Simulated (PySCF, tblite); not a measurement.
# C₆H₉FN radical: geometry, infrared bands and EPR parameters

Wanted: the infrared bands and EPR parameters of C₆H₉FN radical (`[CH2]C[C@@H]1C=NC[C@@H]1F`), by calculation.

The runs use tblite 0.8.0 and PySCF 2.14.0, with density-fitted response routines of our own; the level of theory stands in each step. All values are computed, except where a source is named. Atoms count from 0, in the outputs and in this text.

## 1. Starting geometry

17 atoms, charge 0, multiplicity 2; geometry from: force field or distance geometry start.

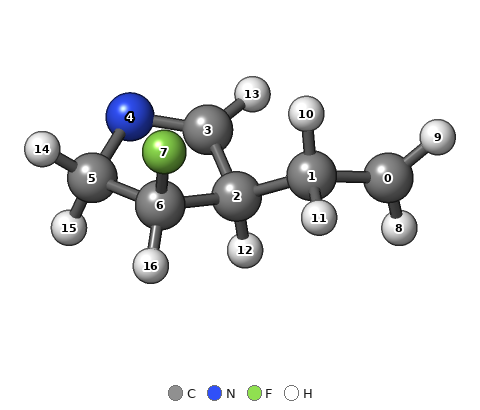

As it starts; carbon grey, nitrogen blue, fluorine green, hydrogen white, atoms numbered.

## 2. Optimising the geometry with GFN2-xTB

What the job is given:

```
{"job": {"kind": "relax", "xc": "GFN2-xTB", "basis": "xTB"}, "charge": 0, "multiplicity": 2}
C      2.598000     0.055500     0.064800
C      1.303900    -0.697200     0.195500
C      0.098300     0.141100    -0.126300
C     -0.275900     1.120700     0.946600
N     -1.535400     1.295900     1.210700
C     -2.246200     0.371900     0.281500
C     -1.203000    -0.640100    -0.171800
F     -1.148300    -1.653800     0.743000
H      2.776000     0.688400    -0.795000
H      3.427700    -0.195000     0.706100
H      1.242600    -1.080400     1.231500
H      1.350700    -1.573700    -0.459400
H      0.226100     0.720500    -1.043000
H      0.512200     1.687400     1.469500
H     -3.071200    -0.103400     0.813600
H     -2.638400     0.949400    -0.547900
H     -1.424100    -1.075300    -1.142700
```

Started as:

```console
$ OMP_NUM_THREADS=1 python probes_run.py task.json out
```

One launch serves the whole session: the jobs run in the order shown.

The log of the run:

```text
step      E/eV     max force
  0    -679.82714    3.109
  1    -679.95435    2.093
  2    -679.98526    0.703
  3    -679.99503    0.272
  4    -680.00400    0.301
  5    -680.01408    0.437
  6    -680.02153    0.283
  7    -680.02568    0.146
  8    -680.02797    0.138
  9    -680.03016    0.189
 10    -680.03278    0.158
 11    -680.03569    0.130
 12    -680.03866    0.142
 13    -680.04151    0.207
 14    -680.04418    0.179
 15    -680.04659    0.110
 16    -680.04859    0.108
 17    -680.05021    0.102
 18    -680.05164    0.099
 19    -680.05301    0.095
 20    -680.05435    0.102
 21    -680.05561    0.101
 22    -680.05679    0.085
 23    -680.05799    0.086
 24    -680.05930    0.087
 25    -680.06075    0.114
 26    -680.06238    0.126
 27    -680.06431    0.119
 28    -680.06663    0.130
 29    -680.06936    0.140
 30    -680.07225    0.172
 31    -680.07497    0.151
 32    -680.07721    0.096
 33    -680.07888    0.109
 34    -680.08013    0.083
 35    -680.08115    0.079
 36    -680.08217    0.073
 37    -680.08334    0.107
 38    -680.08456    0.103
 39    -680.08559    0.064
 40    -680.08628    0.090
 41    -680.08670    0.079
 42    -680.08733    0.074
 43    -680.08801    0.056
 44    -680.08838    0.053
 45    -680.08882    0.046
 46    -680.08932    0.072
 47    -680.09003    0.082
 48    -680.09070    0.062
 49    -680.09121    0.049
 50    -680.09167    0.053
 51    -680.09219    0.061
 52    -680.09273    0.060
 53    -680.09322    0.040
 54    -680.09355    0.035
 55    -680.09373    0.030
 56    -680.09385    0.027
 57    -680.09395    0.024
 58    -680.09405    0.022
 59    -680.09414    0.024
 60    -680.09420    0.023
 61    -680.09426    0.016
 62    -680.09430    0.013
 63    -680.09433    0.015
 64    -680.09435    0.014
 65    -680.09438    0.012
 66    -680.09440    0.012
 67    -680.09442    0.010
 68    -680.09443    0.011
 69    -680.09445    0.013
 70    -680.09447    0.011
 71    -680.09450    0.013
 72    -680.09451    0.009
```

Wall time 0.64 s (1 thread of AMD EPYC, shared host).

Along the way: (not every step is listed)

```csv
step,energy from step 0 (eV),largest force (eV/Å)
0,0.0000,3.1094
1,-0.1272,2.0927
2,-0.1581,0.7028
3,-0.1679,0.2723
4,-0.1769,0.3012
5,-0.1869,0.4369
6,-0.1944,0.2828
7,-0.1985,0.1462
8,-0.2008,0.1383
13,-0.2144,0.2074
18,-0.2245,0.0989
23,-0.2309,0.0862
28,-0.2395,0.1299
33,-0.2517,0.1092
38,-0.2574,0.1033
43,-0.2609,0.0561
48,-0.2636,0.0616
53,-0.2661,0.0403
58,-0.2669,0.0220
63,-0.2672,0.0147
67,-0.2673,0.0102
68,-0.2673,0.0108
69,-0.2673,0.0126
70,-0.2673,0.0112
71,-0.2674,0.0127
72,-0.2674,0.0086
```

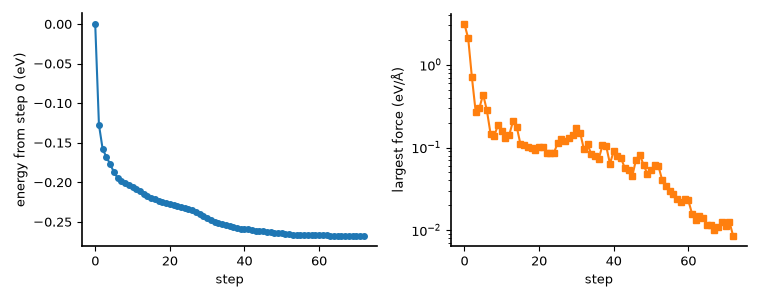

Energy and largest force along the relaxation.

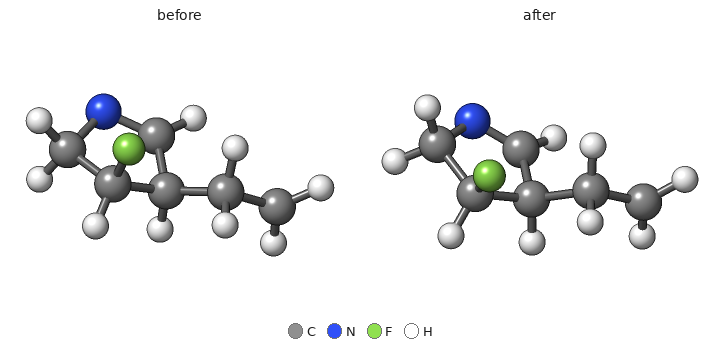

Before and after, at one scale.

Distances of close pairs at the start and the end, largest changes first:

```csv
bond,before (Å),after (Å),change (Å)
N4–C5,1.491,1.440,-0.051
C3–N4,1.299,1.257,-0.042
C1–C2,1.503,1.538,+0.035
C0–C1,1.503,1.469,-0.034
C3–H13,1.103,1.078,-0.025
C5–C6,1.522,1.547,+0.025
C2–C6,1.518,1.543,+0.024
C6–F7,1.367,1.380,+0.013
```

The end geometry stands in the next job.

## 3. Infrared spectrum with GFN2-xTB

What the job is given:

```
{"job": {"kind": "ir", "xc": "GFN2-xTB", "basis": "xTB"}, "charge": 0, "multiplicity": 2}
C      2.573146    -0.008891     0.237368
C      1.280918    -0.705662     0.286252
C      0.124129     0.157940    -0.245461
C     -0.218033     1.280498     0.699640
N     -1.415102     1.356491     1.076308
C     -2.195646     0.301318     0.484084
C     -1.227556    -0.579617    -0.340468
F     -1.158246    -1.842881     0.210628
H      2.798713     0.665644    -0.565816
H      3.340669    -0.234233     0.949992
H      1.058110    -1.033870     1.305412
H      1.311425    -1.620307    -0.329114
H      0.405938     0.567934    -1.220346
H      0.526351     1.975940     1.050870
H     -2.667553    -0.281841     1.277989
H     -2.982660     0.743430    -0.129515
H     -1.561604    -0.729863    -1.371175
```

The log of the run:

```text
mode    cm-1     km/mol
  1      46.2      2.50
  2      84.1      0.42
  3     103.0      2.00
  4     179.2      2.68
  5     241.4      4.60
  6     322.9      4.15
  7     409.4      2.41
  8     445.1     35.61
  9     469.5     14.95
 10     505.6      8.44
 11     744.8      8.19
 12     779.6      2.08
 13     801.1      2.61
 14     845.9     22.05
 15     867.5      5.37
 16     903.9      7.09
 17     975.7      1.22
 18    1008.7     26.79
 19    1017.5     22.14
 20    1035.2      3.46
 21    1089.7     32.86
 22    1117.1      4.64
 23    1131.2      6.19
 24    1146.6      4.08
 25    1159.7     15.99
 26    1188.3      5.30
 27    1210.9      3.93
 28    1241.2      3.82
 29    1263.9     14.46
 30    1273.6     12.93
 31    1307.6     10.50
 32    1322.7      2.54
 33    1403.3      0.72
 34    1438.8      5.63
 35    1444.6      9.37
 36    1722.4    106.85
 37    2815.1     19.50
 38    2932.7     10.98
 39    2947.2     36.59
 40    2965.6     21.74
 41    2972.5     31.15
 42    2989.0     17.19
 43    3108.5     19.06
 44    3136.6     21.31
 45    3182.3     31.72
```

Wall time 0.92 s (1 thread of AMD EPYC, shared host).

Which atoms move in the most intense modes:

```csv
cm⁻¹,km/mol,atoms
445,35.6,"H8 33 %, H9 24 %, C0 15 %"
1009,26.8,"C5 24 %, H13 16 %, N4 11 %"
1018,22.1,"C6 26 %, C5 17 %"
1090,32.9,"C6 26 %, H14 15 %"
1722,106.8,"C3 52 %, N4 45 %"
2947,36.6,H16 80 %
2972,31.1,"H15 50 %, H14 37 %"
3182,31.7,"H9 63 %, H8 27 %, C0 10 %"
```

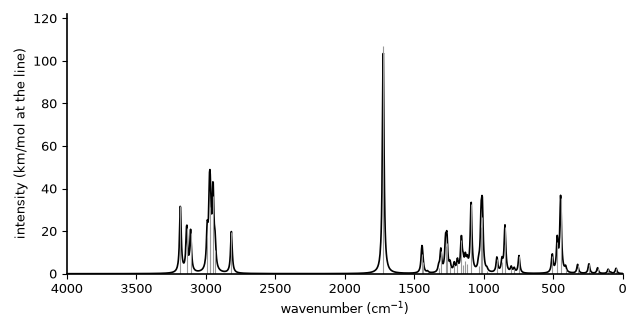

The infrared spectrum from these modes, unscaled. Lines are broadened to a width of 14 cm⁻¹ (Lorentzian).

## 4. EPR parameters: B3LYP/pcH-1

Settings changed since step 3:

```diff
@@ -1,2 +1,2 @@
-{"job": {"kind": "ir", "xc": "GFN2-xTB", "basis": "xTB"}, "charge": 0, "multiplicity": 2}
+{"job": {"kind": "epr", "basis": "pcH-1"}, "charge": 0, "multiplicity": 2}
 C      2.573146    -0.008891     0.237368
```

Method: UKS B3LYP, pcH-1 on C F H N, non-relativistic, mean-field spin-orbit, GIAO.

The log of the run:

```text
UKS, coarse grid
  cycle   1  E = -388.51752321  |g| = 4.26e-01
  cycle   2  E = -388.44941102  |g| = 6.37e-01
  cycle   3  E = -388.58511471  |g| = 9.13e-02
  cycle   4  E = -388.58754179  |g| = 5.42e-02
  cycle   5  E = -388.58877710  |g| = 1.50e-02
  cycle   6  E = -388.58886421  |g| = 4.72e-03
  cycle   7  E = -388.58887397  |g| = 1.06e-03
  cycle   8  E = -388.58887556  |g| = 6.40e-04
UKS, final grid
  cycle   1  E = -388.58886067  |g| = 7.49e-04
  cycle   2  E = -388.58886054  |g| = 9.40e-04
  cycle   3  E = -388.58886092  |g| = 5.12e-05
  cycle   4  E = -388.58886093  |g| = 2.94e-05
E = -388.58886093 Eh   <S^2> = 0.7536 (exact 0.7500)
g shifts (ppm)      1          2          3
  rmc          -136       -136       -136
  gc              6         39         15
  oz_so          -4        554        778
  total        -133        457        657
hyperfine (MHz)  atom isotope    a_iso     a_fc   dipolar eigenvalues
    0   13C      88.87      88.87    -81.28    -80.55    161.83
    1   13C     -34.98     -34.98     -2.67      0.44      2.23
    2   13C      17.75      17.75     -2.83     -2.21      5.03
    3   13C      -0.04      -0.04     -1.28      0.31      0.98
    4   14N       0.61       0.61     -0.24     -0.07      0.31
    5   13C       1.34       1.34     -0.28     -0.20      0.48
    6   13C      -0.85      -0.85     -0.48     -0.27      0.76
    7   19F      -0.51      -0.51     -3.10     -1.39      4.48
    8    1H     -62.43     -62.43    -39.32     -0.04     39.36
    9    1H     -63.69     -63.69    -39.33     -0.10     39.44
   10    1H      35.69      35.69     -4.91     -4.34      9.25
   11    1H     171.03     171.03     -6.15     -2.74      8.89
   12    1H      -1.07      -1.07     -3.29     -2.90      6.19
   13    1H       2.89       2.89     -4.06     -2.44      6.50
   14    1H      -0.08      -0.08     -0.57     -0.52      1.09
   15    1H       0.52       0.52     -0.49     -0.47      0.95
   16    1H       1.26       1.26     -0.91     -0.83      1.74
```

It took 90 s on 1 thread of AMD EPYC, shared host; peak memory 0.96 GiB.

Principal g values 2.00219, 2.00278, 2.00298; g(iso) = 2.00265, against 2.00232 for a free electron.

Mean a(iso) over the nuclei that a row names, and the largest dipolar term of the row (other rows stand at the frozen geometry):

```csv
nuclei,isotope,a(iso) (MHz),"a(iso) (G, at g = 2.0023)",largest dipolar term (MHz)
H11,1H,171.0,61.0,8.9
C0,13C,88.9,31.7,161.8
"H8, H9",1H,-63.1,-22.5,39.4
H10,1H,35.7,12.7,9.3
C1,13C,-35.0,-12.5,-2.7
C2,13C,17.8,6.3,5.0
H13,1H,2.9,1.0,6.5
C5,13C,1.3,0.5,0.5
H16,1H,1.3,0.5,1.7
H12,1H,-1.1,-0.4,6.2
C6,13C,-0.8,-0.3,0.8
N4,14N,0.6,0.2,0.3
H15,1H,0.5,0.2,1.0
F7,19F,-0.5,-0.2,4.5
```

Mulliken spin populations:

C0 1.08; C1 -0.09; C2 0.02; C3 0.00; N4 0.00; C5 0.00; C6 0.00; F7 0.00; H8 -0.05; H9 -0.05; H10 0.01; H11 0.07; H12 0.00; H13 0.00; H14 0.00; H15 0.00; H16 0.00

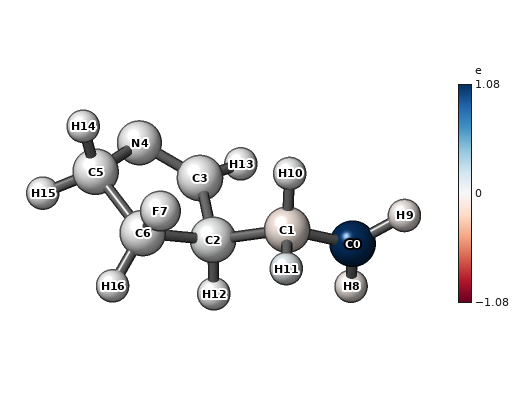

Mulliken spin populations, as colours on the atoms.

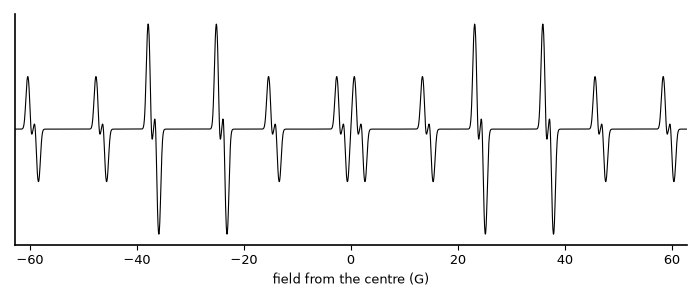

First-order isotropic spectrum (first derivative, main isotopes with spin only, couplings over 0.8 MHz, Gaussian width 0.3 G; couplings of the frozen geometry, rotation of groups not averaged beyond the rows shown).

Orbitals, density, ELF and potential are computed afterwards from the orbital file.

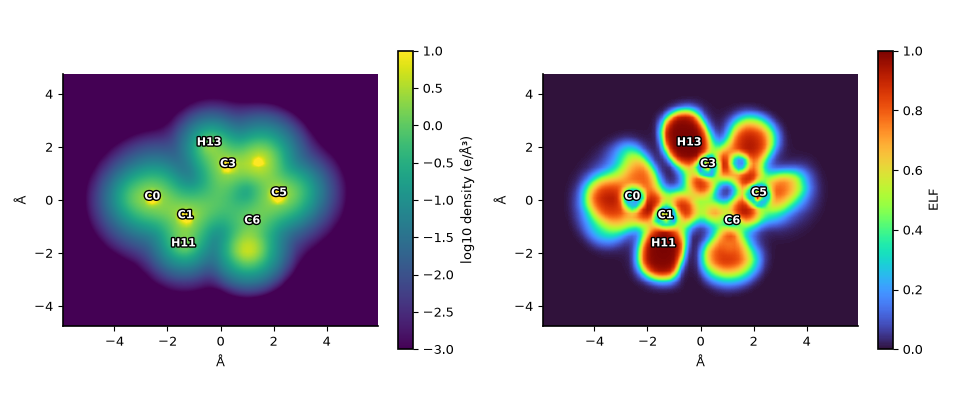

Density (left) and ELF (right) in a plane through or near 7 of the atoms.

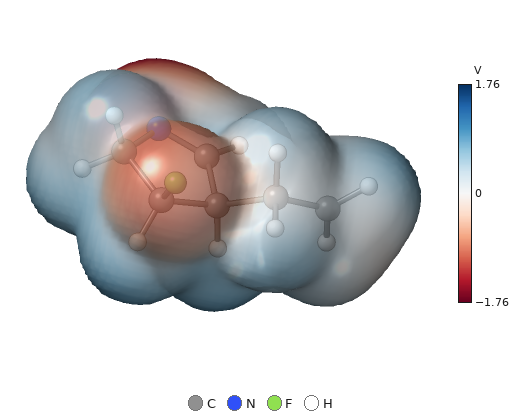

The potential that a unit positive charge feels on the 0.002 e/bohr³ surface, from the 1st to the 99th percentile, from -1.76 V near N4 to 1.04 V near H16.

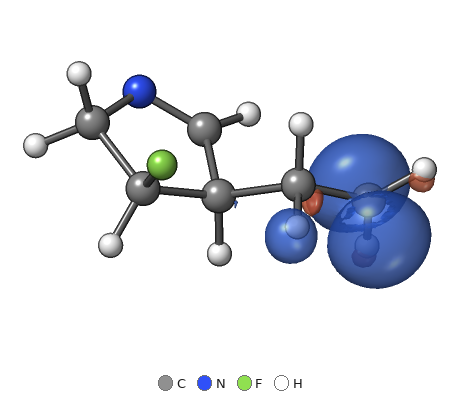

Spin density at ±0.04 e/Å³ (alpha excess blue, beta excess red).

## 5. Outcome

| quantity | value |
| --- | --- |
| strongest single infrared mode (GFN2-xTB) | 1722 cm⁻¹, 107 km/mol |
| zero-point energy (GFN2-xTB) | 84.8 kcal/mol |
| g(iso) (B3LYP) | 2.00265 |
| ⟨S²⟩ | 0.754 (exact 0.75) |
| largest a(iso) (averaged by class) | 1H on H11, 171.0 MHz |
| surface potential, 1st and 99th percentile | -1.76 V and 1.04 V |

**Reading.** Over 72 steps the energy fell by 0.267 eV; of the close pairs, N4–C5 changed most, 1.491 to 1.440 Å. All 45 modes are real, so the xTB geometry is a minimum. The strongest single mode, at 1722 cm⁻¹, moves mainly C3 and N4. Unscaled tight-binding wavenumbers are off by several per cent, some by more. Its intensities can rank the bands wrongly. C0 carries the largest spin population, 1.08 e. The isotropic g lies 0.3 ppt above the free-electron value.
